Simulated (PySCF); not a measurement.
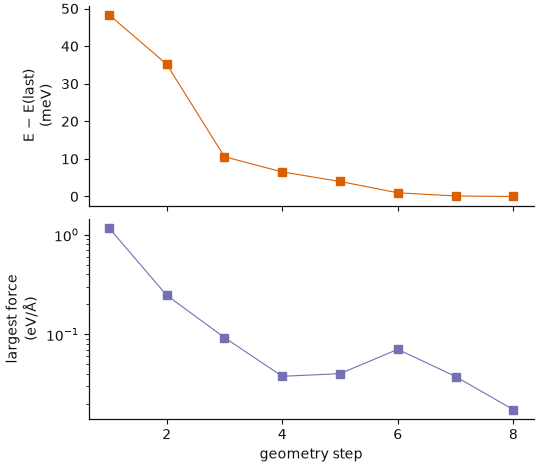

History of a geometry optimisation.

The run: 2-chloro-2-methylbutane (SMILES CCC(C)(C)Cl), by PySCF 2.14.0, density fitting, PBE0-D3(BJ)/def2-SVP, geometry optimisation.

How did the optimisation end?

Answer. The optimisation met its thresholds at geometry 8, counting the start as the first. The energy fell by about 48 meV from the first step to the last. The largest force goes from about 1.2 eV/Å at the start to 0.018 eV/Å at the end.

By which step was nine tenths of the energy gained?

Answer. By step 5 of 8.
